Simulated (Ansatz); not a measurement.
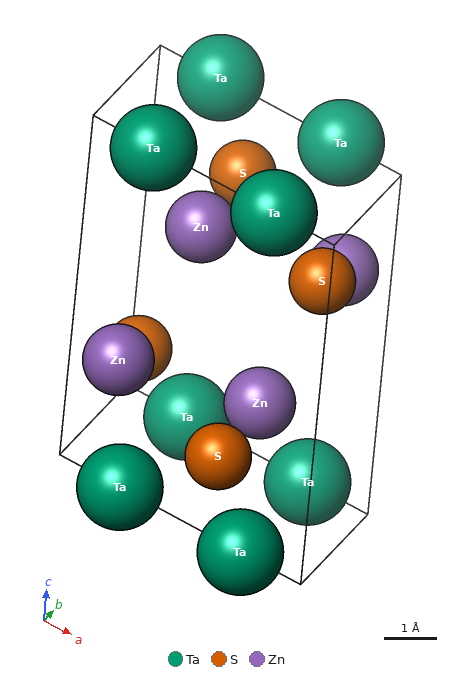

The crystal in a spheres-only representation, seen slightly off an axis. Atoms at the boundary of the simulation cell (the box) are drawn once for each face, edge or corner they touch.

```yaml
crystal:
  lattice:
    - [0.00000, 0.00000, 5.38708]
    - [6.04357, 0.00000, 0.00000]
    - [3.02179, 5.50826, -2.69354]
  atoms:
    - { symbol: Ta, position: [0.25000, 0.00000, 0.00000] }
    - { symbol: Ta, position: [0.75000, 0.00000, 0.00000] }
    - { symbol: S, position: [0.89650, 0.29880, 0.79300] }
    - { symbol: S, position: [0.10350, 0.70120, 0.20700] }
    - { symbol: S, position: [0.60350, 0.09180, 0.20700] }
    - { symbol: S, position: [0.39650, 0.90820, 0.79300] }
    - { symbol: Zn, position: [0.14780, 0.19720, 0.29560] }
    - { symbol: Zn, position: [0.85220, 0.80280, 0.70440] }
    - { symbol: Zn, position: [0.35220, 0.49280, 0.70440] }
    - { symbol: Zn, position: [0.64780, 0.50720, 0.29560] }
```

Theory: DFT, PAW plane waves, PBE (Ansatz). Numerical settings: wavefunction cutoff 420 eV, k-grid 6×6×6, Fermi-Dirac smearing of 0.1 eV, no spin polarisation. The pressure of the cell is 35 GPa.

Q: What does a Bader analysis give?

A: Ta +1.31 e; Zn +0.36 e; S -1.01 e.

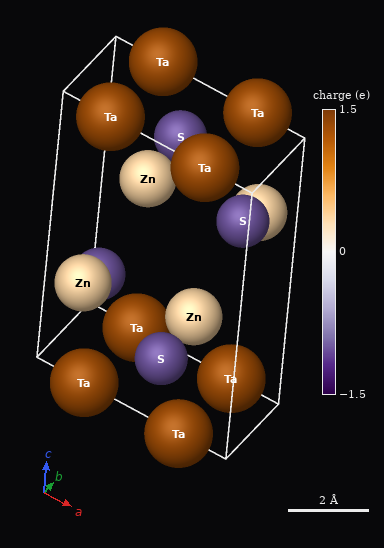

The atoms coloured by those charges.

The picture shows a generated cell, made by putting these elements into a known structure type (the compound may or may not exist in this form); the geometry isn't optimised. An electronic-structure calculation with Ansatz was run on it.

At this level of theory the cell isn't at rest (compressed, at 35 GPa and forces up to 6.9 eV/Å), so its distances can differ from those at equilibrium, the more so the softer the solid.
